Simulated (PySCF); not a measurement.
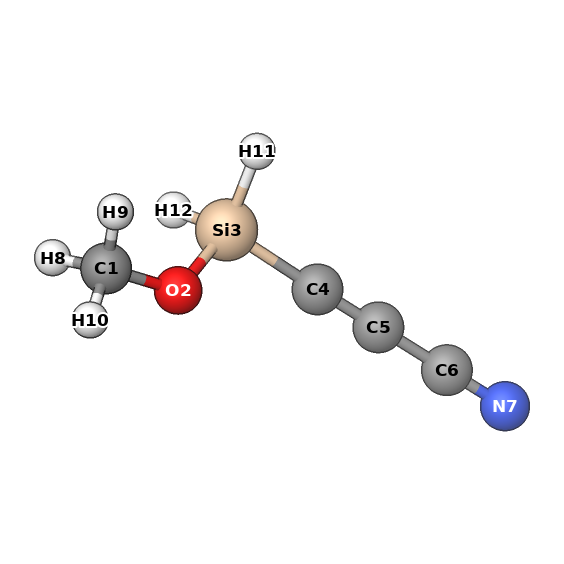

The geometry was computed by an optimisation with PBE0-D3(BJ)/def2-SVP. No frequency run is at hand to confirm it as a minimum. Electric field gradients from the ground-state density, PBE0/def2-SVP (PySCF 2.14.0), non-relativistic apart from any core potentials.

Give the largest field-gradient component, the quadrupole coupling constant and the asymmetry for 17O at O2 (Q = −25.6 mb), 14N at N7 (Q = 20.44 mb).

```
atom  V_zz (a.u.)  e²qQ/h (MHz)     η
  O2        1.624         −9.77  0.47
  N7       −0.833         −4.00  0.03
```
